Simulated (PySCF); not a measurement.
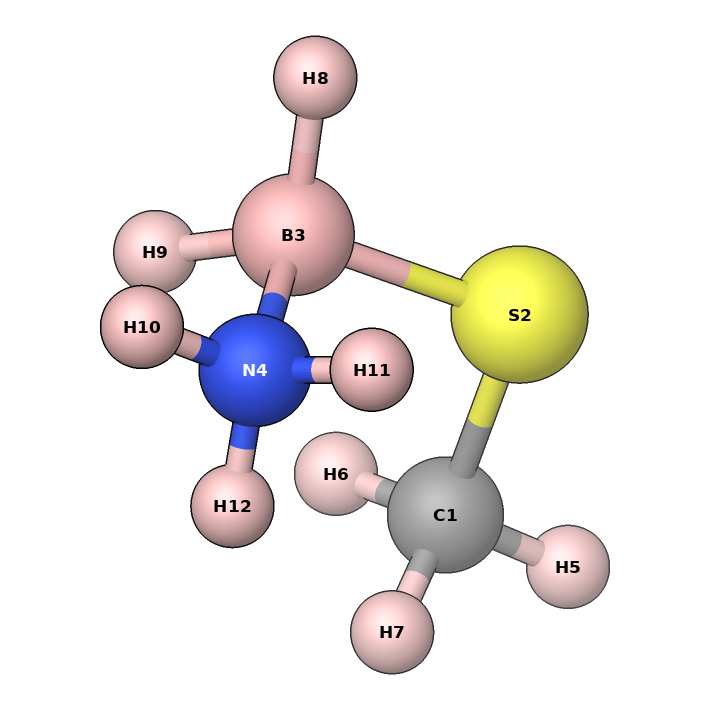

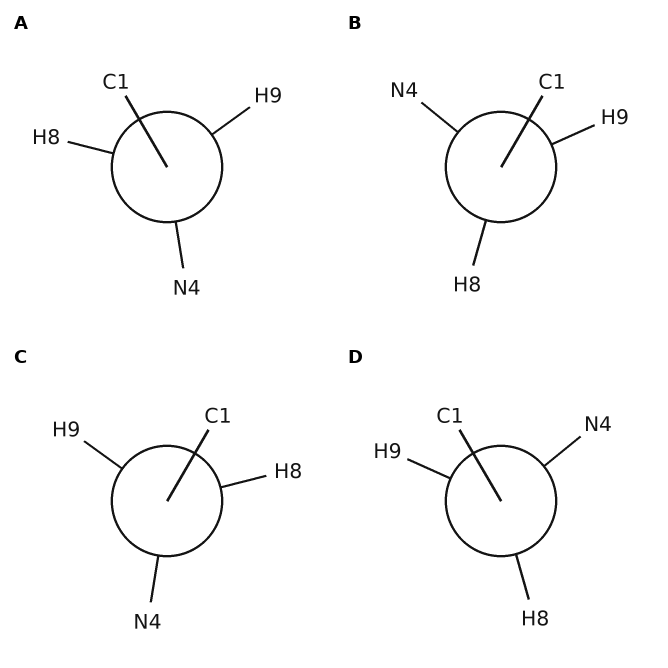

Depth is shown by fading: the farther an atom, the more it takes the colour of the background. Bonds that would overlap in a projection are set slightly apart. The geometry was computed by an optimisation with PBE0-D3(BJ)/def2-SVP. No frequency run is at hand to confirm it as a minimum.

### Which Newman projection shows the view along S2–B3, with S2 in front?

D. The torsion angle C1–S2–B3–N4 is 81°, about perpendicular.
